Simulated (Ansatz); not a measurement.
# Response to strain in MgSe

The parent structure is MgSe in the rock salt structure (space group Fm-3m, No. 225).

```xyz
2
Lattice="0.0000 2.7248 2.7248 2.7248 0.0000 2.7248 2.7248 2.7248 0.0000" Properties=species:S:1:pos:R:3 pbc="T T T"
Mg     0.0000     0.0000     0.0000
Se     2.7248     2.7248     2.7248
```

Cartesian axes are those of the cell as printed.

Strains are applied to the cell and any free atomic positions relax; under biaxial strain the out-of-plane vector relaxes too.

Level of theory: plane-wave PAW DFT at the PBEsol level (Ansatz, a quantum-chemistry and plane-wave program, 420 eV), scalar-relativistic without spin-orbit coupling.

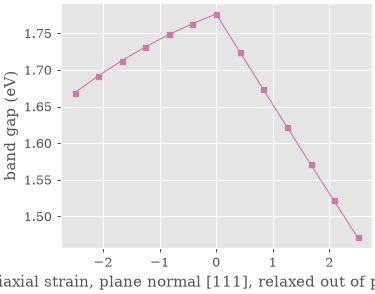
Fig. 1. Band gap against biaxial strain, plane normal [111], relaxed out of plane

**Question.** From the plot, what is the band gap for biaxial strain −2.08 %, plane normal [111], relaxed out of plane?

**Answer.** About 1.69 eV.

**Question.** Is the trend monotonic over the range shown?

**Answer.** No, it turns within the range, spanning 1.47 eV to 1.78 eV.

Whether these cells are dynamically stable was not tested.
